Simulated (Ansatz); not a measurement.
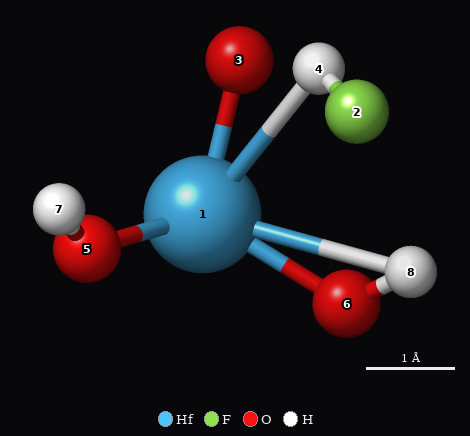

Figure 1. The input geometry (ball-and-stick view, seen at a tilt; atoms are numbered from 1 in the order of the input). Sticks mark near contacts.

# Molecular dynamics of HfH$_{3}$O$_{3}$F (part 1 of 5)

HfH$_{3}$O$_{3}$F, computed with UKS PBE-D4/def2-SVP (Ansatz 0.2.0).

It belongs to a series of runs on one base structure; here: dynamics from the highest image of the converged band. Figures and captions count atoms from 1; the log counts them from 0 in places.

### What the program printed
```
Engine: ansatz 0.2.0, aarch64-unknown-linux-gnu
Functional definition: PBE
  parameter kappa = 0.804
  parameter beta = 0.06672455060314922
  exchange = pbe_x(kappa = kappa, mu = beta*pi^2/3)
  correlation = pbe_c(beta = beta)
1065 factors; their error is unknown
mean field evaluation 1: about -10180.7354 eV, gradient 7.7e1 eV
mean field evaluation 2: about -9853.6638 eV, gradient 2.5e2 eV
mean field evaluation 4: about -10196.4005 eV, gradient 4.2e1 eV
mean field evaluation 8: about -10202.7013 eV, gradient 1.5e0 eV
mean field evaluation 16: about -10202.6384 eV, gradient 2.6e-3 eV
mean field -10202.63839782 eV, -374.9400455234 hartree, gradient 2.5e-5 eV, S^2 0.000000; 0 other end points of the search recorded, 0 dependent functions left out
the calculation of the forces begins
reference -10202.63846250 eV, -374.9400479001 hartree; 24, 24 occupied and 79, 79 virtual orbitals, 1065 factors
md step     0: t =     0.00 fs  T =   100.0 K  F+E_penalty+E_count = -10202.79591652 eV  E_kin = 0.077556 eV  conserved = -10202.71836052 eV  (34 SCF iters)
these checks for a lower state are left out or cut short: starts, cluster_reference, orbital_swaps, neighbouring_geometries, increment
1065 factors; their error is unknown
mean field -10202.63731842 eV, -374.9400058559 hartree, gradient 1.4e-5 eV, S^2 0.000000; 0 other end points of the search recorded, 0 dependent functions left out
the calculation of the forces begins
reference -10202.63738311 eV, -374.9400082333 hartree; 24, 24 occupied and 79, 79 virtual orbitals, 1065 factors
md step     1: t =     0.50 fs  T =    98.4 K  F+E_penalty+E_count = -10202.79463437 eV  E_kin = 0.076302 eV  conserved = -10202.71833244 eV  (35 SCF iters)
[... from here on the SCF iterations and repeated set-up lines of each step are left out, up to the last step ...]
md step     2: t =     1.00 fs  T =    94.2 K  F+E_penalty+E_count = -10202.79131193 eV  E_kin = 0.073052 eV  conserved = -10202.71826015 eV  (34 SCF iters)
md step     3: t =     1.50 fs  T =    88.8 K  F+E_penalty+E_count = -10202.78707456 eV  E_kin = 0.068896 eV  conserved = -10202.71817853 eV  (35 SCF iters)
md step     4: t =     2.00 fs  T =    83.9 K  F+E_penalty+E_count = -10202.78319286 eV  E_kin = 0.065067 eV  conserved = -10202.71812633 eV  (35 SCF iters)
md step     5: t =     2.50 fs  T =    80.4 K  F+E_penalty+E_count = -10202.78048329 eV  E_kin = 0.062357 eV  conserved = -10202.71812677 eV  (35 SCF iters)
md step     6: t =     3.00 fs  T =    78.4 K  F+E_penalty+E_count = -10202.77894884 eV  E_kin = 0.060773 eV  conserved = -10202.71817593 eV  (35 SCF iters)
md step     7: t =     3.50 fs  T =    76.8 K  F+E_penalty+E_count = -10202.77783539 eV  E_kin = 0.059589 eV  conserved = -10202.71824624 eV  (35 SCF iters)
md step     8: t =     4.00 fs  T =    74.5 K  F+E_penalty+E_count = -10202.77605653 eV  E_kin = 0.057755 eV  conserved = -10202.71830115 eV  (34 SCF iters)
md step     9: t =     4.50 fs  T =    70.2 K  F+E_penalty+E_count = -10202.77276082 eV  E_kin = 0.054448 eV  conserved = -10202.71831261 eV  (35 SCF iters)
md step    10: t =     5.00 fs  T =    63.8 K  F+E_penalty+E_count = -10202.76777109 eV  E_kin = 0.049498 eV  conserved = -10202.71827272 eV  (35 SCF iters)
md step    11: t =     5.50 fs  T =    56.1 K  F+E_penalty+E_count = -10202.76170919 eV  E_kin = 0.043513 eV  conserved = -10202.71819663 eV  (35 SCF iters)
md step    12: t =     6.00 fs  T =    48.5 K  F+E_penalty+E_count = -10202.75575914 eV  E_kin = 0.037643 eV  conserved = -10202.71811645 eV  (35 SCF iters)
md step    13: t =     6.50 fs  T =    42.7 K  F+E_penalty+E_count = -10202.75116580 eV  E_kin = 0.033098 eV  conserved = -10202.71806772 eV  (35 SCF iters)
md step    14: t =     7.00 fs  T =    39.5 K  F+E_penalty+E_count = -10202.74868385 eV  E_kin = 0.030611 eV  conserved = -10202.71807257 eV  (35 SCF iters)
md step    15: t =     7.50 fs  T =    38.8 K  F+E_penalty+E_count = -10202.74823784 eV  E_kin = 0.030110 eV  conserved = -10202.71812789 eV  (35 SCF iters)
md step    16: t =     8.00 fs  T =    39.7 K  F+E_penalty+E_count = -10202.74897343 eV  E_kin = 0.030768 eV  conserved = -10202.71820550 eV  (34 SCF iters)
md step    17: t =     8.50 fs  T =    40.5 K  F+E_penalty+E_count = -10202.74969084 eV  E_kin = 0.031424 eV  conserved = -10202.71826655 eV  (34 SCF iters)
md step    18: t =     9.00 fs  T =    40.2 K  F+E_penalty+E_count = -10202.74944541 eV  E_kin = 0.031165 eV  conserved = -10202.71828088 eV  (35 SCF iters)
md step    19: t =     9.50 fs  T =    38.4 K  F+E_penalty+E_count = -10202.74801334 eV  E_kin = 0.029771 eV  conserved = -10202.71824227 eV  (36 SCF iters)
md step    20: t =    10.00 fs  T =    35.9 K  F+E_penalty+E_count = -10202.74598781 eV  E_kin = 0.027816 eV  conserved = -10202.71817152 eV  (35 SCF iters)
md step    21: t =    10.50 fs  T =    34.0 K  F+E_penalty+E_count = -10202.74445821 eV  E_kin = 0.026352 eV  conserved = -10202.71810583 eV  (35 SCF iters)
md step    22: t =    11.00 fs  T =    34.0 K  F+E_penalty+E_count = -10202.74443683 eV  E_kin = 0.026357 eV  conserved = -10202.71807950 eV  (35 SCF iters)
md step    23: t =    11.50 fs  T =    36.4 K  F+E_penalty+E_count = -10202.74632949 eV  E_kin = 0.028223 eV  conserved = -10202.71810635 eV  (35 SCF iters)
md step    24: t =    12.00 fs  T =    40.7 K  F+E_penalty+E_count = -10202.74971974 eV  E_kin = 0.031546 eV  conserved = -10202.71817381 eV  (35 SCF iters)
md step    25: t =    12.50 fs  T =    45.5 K  F+E_penalty+E_count = -10202.75355957 eV  E_kin = 0.035309 eV  conserved = -10202.71825105 eV  (35 SCF iters)
md step    26: t =    13.00 fs  T =    49.4 K  F+E_penalty+E_count = -10202.75664547 eV  E_kin = 0.038341 eV  conserved = -10202.71830480 eV  (35 SCF iters)
md step    27: t =    13.50 fs  T =    51.4 K  F+E_penalty+E_count = -10202.75813860 eV  E_kin = 0.039825 eV  conserved = -10202.71831346 eV  (35 SCF iters)
md step    28: t =    14.00 fs  T =    51.1 K  F+E_penalty+E_count = -10202.75790552 eV  E_kin = 0.039631 eV  conserved = -10202.71827467 eV  (35 SCF iters)
md step    29: t =    14.50 fs  T =    49.4 K  F+E_penalty+E_count = -10202.75655518 eV  E_kin = 0.038349 eV  conserved = -10202.71820584 eV  (35 SCF iters)
md step    30: t =    15.00 fs  T =    47.7 K  F+E_penalty+E_count = -10202.75516332 eV  E_kin = 0.037025 eV  conserved = -10202.71813802 eV  (35 SCF iters)
md step    31: t =    15.50 fs  T =    47.3 K  F+E_penalty+E_count = -10202.75478449 eV  E_kin = 0.036681 eV  conserved = -10202.71810357 eV  (35 SCF iters)
md step    32: t =    16.00 fs  T =    48.8 K  F+E_penalty+E_count = -10202.75594965 eV  E_kin = 0.037829 eV  conserved = -10202.71812072 eV  (34 SCF iters)
md step    33: t =    16.50 fs  T =    51.8 K  F+E_penalty+E_count = -10202.75838836 eV  E_kin = 0.040206 eV  conserved = -10202.71818269 eV  (34 SCF iters)
md step    34: t =    17.00 fs  T =    55.3 K  F+E_penalty+E_count = -10202.76113823 eV  E_kin = 0.042879 eV  conserved = -10202.71825926 eV  (35 SCF iters)
md step    35: t =    17.50 fs  T =    57.6 K  F+E_penalty+E_count = -10202.76301307 eV  E_kin = 0.044701 eV  conserved = -10202.71831178 eV  (35 SCF iters)
md step    36: t =    18.00 fs  T =    57.9 K  F+E_penalty+E_count = -10202.76319833 eV  E_kin = 0.044885 eV  conserved = -10202.71831360 eV  (35 SCF iters)
md step    37: t =    18.50 fs  T =    56.0 K  F+E_penalty+E_count = -10202.76166158 eV  E_kin = 0.043397 eV  conserved = -10202.71826422 eV  (34 SCF iters)
md step    38: t =    19.00 fs  T =    52.8 K  F+E_penalty+E_count = -10202.75916085 eV  E_kin = 0.040972 eV  conserved = -10202.71818931 eV  (34 SCF iters)
md step    39: t =    19.50 fs  T =    49.9 K  F+E_penalty+E_count = -10202.75685102 eV  E_kin = 0.038725 eV  conserved = -10202.71812644 eV  (35 SCF iters)
md step    40: t =    20.00 fs  T =    48.5 K  F+E_penalty+E_count = -10202.75570561 eV  E_kin = 0.037601 eV  conserved = -10202.71810488 eV  (34 SCF iters)
md step    41: t =    20.50 fs  T =    48.9 K  F+E_penalty+E_count = -10202.75606372 eV  E_kin = 0.037933 eV  conserved = -10202.71813116 eV  (37 SCF iters)
md step    42: t =    21.00 fs  T =    50.7 K  F+E_penalty+E_count = -10202.75752282 eV  E_kin = 0.039334 eV  conserved = -10202.71818855 eV  (37 SCF iters)
md step    43: t =    21.50 fs  T =    52.8 K  F+E_penalty+E_count = -10202.75919204 eV  E_kin = 0.040944 eV  conserved = -10202.71824816 eV  (37 SCF iters)
md step    44: t =    22.00 fs  T =    54.0 K  F+E_penalty+E_count = -10202.76014030 eV  E_kin = 0.041857 eV  conserved = -10202.71828319 eV  (37 SCF iters)
md step    45: t =    22.50 fs  T =    53.6 K  F+E_penalty+E_count = -10202.75981854 eV  E_kin = 0.041540 eV  conserved = -10202.71827900 eV  (37 SCF iters)
md step    46: t =    23.00 fs  T =    51.6 K  F+E_penalty+E_count = -10202.75829337 eV  E_kin = 0.040056 eV  conserved = -10202.71823723 eV  (35 SCF iters)
md step    47: t =    23.50 fs  T =    49.1 K  F+E_penalty+E_count = -10202.75622033 eV  E_kin = 0.038045 eV  conserved = -10202.71817535 eV  (35 SCF iters)
md step    48: t =    24.00 fs  T =    47.0 K  F+E_penalty+E_count = -10202.75456565 eV  E_kin = 0.036444 eV  conserved = -10202.71812131 eV  (36 SCF iters)
md step    49: t =    24.50 fs  T =    46.5 K  F+E_penalty+E_count = -10202.75416723 eV  E_kin = 0.036065 eV  conserved = -10202.71810239 eV  (36 SCF iters)
md step    50: t =    25.00 fs  T =    47.9 K  F+E_penalty+E_count = -10202.75531324 eV  E_kin = 0.037182 eV  conserved = -10202.71813118 eV  (36 SCF iters)
md step    51: t =    25.50 fs  T =    50.8 K  F+E_penalty+E_count = -10202.75755621 eV  E_kin = 0.039360 eV  conserved = -10202.71819577 eV  (35 SCF iters)
md step    52: t =    26.00 fs  T =    53.7 K  F+E_penalty+E_count = -10202.75990087 eV  E_kin = 0.041637 eV  conserved = -10202.71826395 eV  (35 SCF iters)
md step    53: t =    26.50 fs  T =    55.4 K  F+E_penalty+E_count = -10202.76130216 eV  E_kin = 0.043002 eV  conserved = -10202.71829969 eV  (34 SCF iters)
md step    54: t =    27.00 fs  T =    55.4 K  F+E_penalty+E_count = -10202.76121567 eV  E_kin = 0.042932 eV  conserved = -10202.71828383 eV  (35 SCF iters)
md step    55: t =    27.50 fs  T =    53.7 K  F+E_penalty+E_count = -10202.75988955 eV  E_kin = 0.041664 eV  conserved = -10202.71822520 eV  (36 SCF iters)
md step    56: t =    28.00 fs  T =    51.7 K  F+E_penalty+E_count = -10202.75822910 eV  E_kin = 0.040074 eV  conserved = -10202.71815542 eV  (36 SCF iters)
md step    57: t =    28.50 fs  T =    50.5 K  F+E_penalty+E_count = -10202.75731278 eV  E_kin = 0.039202 eV  conserved = -10202.71811065 eV  (36 SCF iters)
md step    58: t =    29.00 fs  T =    51.2 K  F+E_penalty+E_count = -10202.75783617 eV  E_kin = 0.039724 eV  conserved = -10202.71811186 eV  (36 SCF iters)
md step    59: t =    29.50 fs  T =    53.7 K  F+E_penalty+E_count = -10202.75978494 eV  E_kin = 0.041629 eV  conserved = -10202.71815559 eV  (33 SCF iters)
md step    60: t =    30.00 fs  T =    57.1 K  F+E_penalty+E_count = -10202.76248077 eV  E_kin = 0.044262 eV  conserved = -10202.71821920 eV  (36 SCF iters)
md step    61: t =    30.50 fs  T =    60.2 K  F+E_penalty+E_count = -10202.76492760 eV  E_kin = 0.046653 eV  conserved = -10202.71827427 eV  (35 SCF iters)
md step    62: t =    31.00 fs  T =    61.8 K  F+E_penalty+E_count = -10202.76625641 eV  E_kin = 0.047958 eV  conserved = -10202.71829890 eV  (36 SCF iters)
md step    63: t =    31.50 fs  T =    61.6 K  F+E_penalty+E_count = -10202.76607424 eV  E_kin = 0.047790 eV  conserved = -10202.71828434 eV  (36 SCF iters)
md step    64: t =    32.00 fs  T =    59.8 K  F+E_penalty+E_count = -10202.76460607 eV  E_kin = 0.046369 eV  conserved = -10202.71823668 eV  (36 SCF iters)
md step    65: t =    32.50 fs  T =    57.3 K  F+E_penalty+E_count = -10202.76259685 eV  E_kin = 0.044421 eV  conserved = -10202.71817551 eV  (36 SCF iters)
md step    66: t =    33.00 fs  T =    55.3 K  F+E_penalty+E_count = -10202.76099952 eV  E_kin = 0.042871 eV  conserved = -10202.71812830 eV  (36 SCF iters)
md step    67: t =    33.50 fs  T =    54.7 K  F+E_penalty+E_count = -10202.76054422 eV  E_kin = 0.042425 eV  conserved = -10202.71811931 eV  (36 SCF iters)
md step    68: t =    34.00 fs  T =    55.7 K  F+E_penalty+E_count = -10202.76136670 eV  E_kin = 0.043211 eV  conserved = -10202.71815582 eV  (36 SCF iters)
md step    69: t =    34.50 fs  T =    57.6 K  F+E_penalty+E_count = -10202.76290266 eV  E_kin = 0.044682 eV  conserved = -10202.71822114 eV  (36 SCF iters)
md step    70: t =    35.00 fs  T =    59.1 K  F+E_penalty+E_count = -10202.76415142 eV  E_kin = 0.045871 eV  conserved = -10202.71828072 eV  (36 SCF iters)
md step    71: t =    35.50 fs  T =    59.2 K  F+E_penalty+E_count = -10202.76420413 eV  E_kin = 0.045903 eV  conserved = -10202.71830157 eV  (36 SCF iters)
md step    72: t =    36.00 fs  T =    57.3 K  F+E_penalty+E_count = -10202.76274644 eV  E_kin = 0.044475 eV  conserved = -10202.71827164 eV  (36 SCF iters)
md step    73: t =    36.50 fs  T =    54.2 K  F+E_penalty+E_count = -10202.76024152 eV  E_kin = 0.042035 eV  conserved = -10202.71820686 eV  (36 SCF iters)
md step    74: t =    37.00 fs  T =    51.0 K  F+E_penalty+E_count = -10202.75768729 eV  E_kin = 0.039546 eV  conserved = -10202.71814120 eV  (36 SCF iters)
md step    75: t =    37.50 fs  T =    49.0 K  F+E_penalty+E_count = -10202.75609978 eV  E_kin = 0.037994 eV  conserved = -10202.71810620 eV  (36 SCF iters)
md step    76: t =    38.00 fs  T =    48.9 K  F+E_penalty+E_count = -10202.75602786 eV  E_kin = 0.037913 eV  conserved = -10202.71811450 eV  (36 SCF iters)
md step    77: t =    38.50 fs  T =    50.5 K  F+E_penalty+E_count = -10202.75735222 eV  E_kin = 0.039196 eV  conserved = -10202.71815653 eV  (36 SCF iters)
md step    78: t =    39.00 fs  T =    53.1 K  F+E_penalty+E_count = -10202.75942434 eV  E_kin = 0.041215 eV  conserved = -10202.71820975 eV  (34 SCF iters)
md step    79: t =    39.50 fs  T =    55.7 K  F+E_penalty+E_count = -10202.76141368 eV  E_kin = 0.043163 eV  conserved = -10202.71825097 eV  (36 SCF iters)
md step    80: t =    40.00 fs  T =    57.3 K  F+E_penalty+E_count = -10202.76267209 eV  E_kin = 0.044407 eV  conserved = -10202.71826511 eV  (36 SCF iters)
md step    81: t =    40.50 fs  T =    57.7 K  F+E_penalty+E_count = -10202.76297762 eV  E_kin = 0.044730 eV  conserved = -10202.71824799 eV  (36 SCF iters)
md step    82: t =    41.00 fs  T =    57.2 K  F+E_penalty+E_count = -10202.76260242 eV  E_kin = 0.044396 eV  conserved = -10202.71820674 eV  (36 SCF iters)
md step    83: t =    41.50 fs  T =    56.8 K  F+E_penalty+E_count = -10202.76219543 eV  E_kin = 0.044037 eV  conserved = -10202.71815886 eV  (36 SCF iters)
md step    84: t =    42.00 fs  T =    57.2 K  F+E_penalty+E_count = -10202.76250135 eV  E_kin = 0.044374 eV  conserved = -10202.71812767 eV  (36 SCF iters)
md step    85: t =    42.50 fs  T =    59.1 K  F+E_penalty+E_count = -10202.76399581 eV  E_kin = 0.045864 eV  conserved = -10202.71813223 eV  (36 SCF iters)
md step    86: t =    43.00 fs  T =    62.4 K  F+E_penalty+E_count = -10202.76659619 eV  E_kin = 0.048421 eV  conserved = -10202.71817520 eV  (36 SCF iters)
md step    87: t =    43.50 fs  T =    66.3 K  F+E_penalty+E_count = -10202.76962990 eV  E_kin = 0.051392 eV  conserved = -10202.71823747 eV  (36 SCF iters)
md step    88: t =    44.00 fs  T =    69.4 K  F+E_penalty+E_count = -10202.77213213 eV  E_kin = 0.053845 eV  conserved = -10202.71828679 eV  (36 SCF iters)
md step    89: t =    44.50 fs  T =    71.0 K  F+E_penalty+E_count = -10202.77333747 eV  E_kin = 0.055040 eV  conserved = -10202.71829704 eV  (36 SCF iters)
md step    90: t =    45.00 fs  T =    70.7 K  F+E_penalty+E_count = -10202.77307754 eV  E_kin = 0.054813 eV  conserved = -10202.71826459 eV  (36 SCF iters)
md step    91: t =    45.50 fs  T =    69.1 K  F+E_penalty+E_count = -10202.77183730 eV  E_kin = 0.053627 eV  conserved = -10202.71821031 eV  (36 SCF iters)
md step    92: t =    46.00 fs  T =    67.4 K  F+E_penalty+E_count = -10202.77044138 eV  E_kin = 0.052276 eV  conserved = -10202.71816542 eV  (35 SCF iters)
md step    93: t =    46.50 fs  T =    66.3 K  F+E_penalty+E_count = -10202.76958066 eV  E_kin = 0.051429 eV  conserved = -10202.71815209 eV  (36 SCF iters)
md step    94: t =    47.00 fs  T =    66.1 K  F+E_penalty+E_count = -10202.76946946 eV  E_kin = 0.051297 eV  conserved = -10202.71817252 eV  (36 SCF iters)
md step    95: t =    47.50 fs  T =    66.5 K  F+E_penalty+E_count = -10202.76980267 eV  E_kin = 0.051591 eV  conserved = -10202.71821192 eV  (36 SCF iters)
md step    96: t =    48.00 fs  T =    66.7 K  F+E_penalty+E_count = -10202.76997551 eV  E_kin = 0.051726 eV  conserved = -10202.71824979 eV  (36 SCF iters)
md step    97: t =    48.50 fs  T =    65.9 K  F+E_penalty+E_count = -10202.76940018 eV  E_kin = 0.051130 eV  conserved = -10202.71826982 eV  (36 SCF iters)
md step    98: t =    49.00 fs  T =    63.8 K  F+E_penalty+E_count = -10202.76776428 eV  E_kin = 0.049500 eV  conserved = -10202.71826478 eV  (36 SCF iters)
md step    99: t =    49.50 fs  T =    60.5 K  F+E_penalty+E_count = -10202.76515486 eV  E_kin = 0.046919 eV  conserved = -10202.71823550 eV  (35 SCF iters)
md step   100: t =    50.00 fs  T =    56.5 K  F+E_penalty+E_count = -10202.76204236 eV  E_kin = 0.043851 eV  conserved = -10202.71819116 eV  (36 SCF iters)
md step   101: t =    50.50 fs  T =    52.8 K  F+E_penalty+E_count = -10202.75912913 eV  E_kin = 0.040981 eV  conserved = -10202.71814829 eV  (36 SCF iters)
md step   102: t =    51.00 fs  T =    50.2 K  F+E_penalty+E_count = -10202.75708415 eV  E_kin = 0.038958 eV  conserved = -10202.71812653 eV  (35 SCF iters)
md step   103: t =    51.50 fs  T =    49.1 K  F+E_penalty+E_count = -10202.75623854 eV  E_kin = 0.038099 eV  conserved = -10202.71813915 eV  (35 SCF iters)
md step   104: t =    52.00 fs  T =    49.3 K  F+E_penalty+E_count = -10202.75638869 eV  E_kin = 0.038206 eV  conserved = -10202.71818271 eV  (35 SCF iters)
md step   105: t =    52.50 fs  T =    49.8 K  F+E_penalty+E_count = -10202.75685878 eV  E_kin = 0.038624 eV  conserved = -10202.71823485 eV  (35 SCF iters)
md step   106: t =    53.00 fs  T =    49.7 K  F+E_penalty+E_count = -10202.75684626 eV  E_kin = 0.038581 eV  conserved = -10202.71826565 eV  (35 SCF iters)
md step   107: t =    53.50 fs  T =    48.5 K  F+E_penalty+E_count = -10202.75587618 eV  E_kin = 0.037620 eV  conserved = -10202.71825661 eV  (34 SCF iters)
md step   108: t =    54.00 fs  T =    46.2 K  F+E_penalty+E_count = -10202.75408187 eV  E_kin = 0.035869 eV  conserved = -10202.71821260 eV  (36 SCF iters)
md step   109: t =    54.50 fs  T =    43.8 K  F+E_penalty+E_count = -10202.75212966 eV  E_kin = 0.033971 eV  conserved = -10202.71815892 eV  (37 SCF iters)
md step   110: t =    55.00 fs  T =    42.2 K  F+E_penalty+E_count = -10202.75084106 eV  E_kin = 0.032718 eV  conserved = -10202.71812341 eV  (37 SCF iters)
md step   111: t =    55.50 fs  T =    42.1 K  F+E_penalty+E_count = -10202.75076655 eV  E_kin = 0.032646 eV  conserved = -10202.71812057 eV  (37 SCF iters)
md step   112: t =    56.00 fs  T =    43.6 K  F+E_penalty+E_count = -10202.75195825 eV  E_kin = 0.033812 eV  conserved = -10202.71814626 eV  (36 SCF iters)
md step   113: t =    56.50 fs  T =    46.2 K  F+E_penalty+E_count = -10202.75402349 eV  E_kin = 0.035838 eV  conserved = -10202.71818507 eV  (37 SCF iters)
md step   114: t =    57.00 fs  T =    49.2 K  F+E_penalty+E_count = -10202.75635906 eV  E_kin = 0.038139 eV  conserved = -10202.71822018 eV  (37 SCF iters)
md step   115: t =    57.50 fs  T =    51.8 K  F+E_penalty+E_count = -10202.75841125 eV  E_kin = 0.040171 eV  conserved = -10202.71824066 eV  (36 SCF iters)
md step   116: t =    58.00 fs  T =    53.7 K  F+E_penalty+E_count = -10202.75985624 eV  E_kin = 0.041614 eV  conserved = -10202.71824182 eV  (35 SCF iters)
md step   117: t =    58.50 fs  T =    54.7 K  F+E_penalty+E_count = -10202.76067915 eV  E_kin = 0.042455 eV  conserved = -10202.71822459 eV  (35 SCF iters)
md step   118: t =    59.00 fs  T =    55.4 K  F+E_penalty+E_count = -10202.76115709 eV  E_kin = 0.042961 eV  conserved = -10202.71819580 eV  (34 SCF iters)
md step   119: t =    59.50 fs  T =    56.2 K  F+E_penalty+E_count = -10202.76174466 eV  E_kin = 0.043576 eV  conserved = -10202.71816835 eV  (35 SCF iters)
```
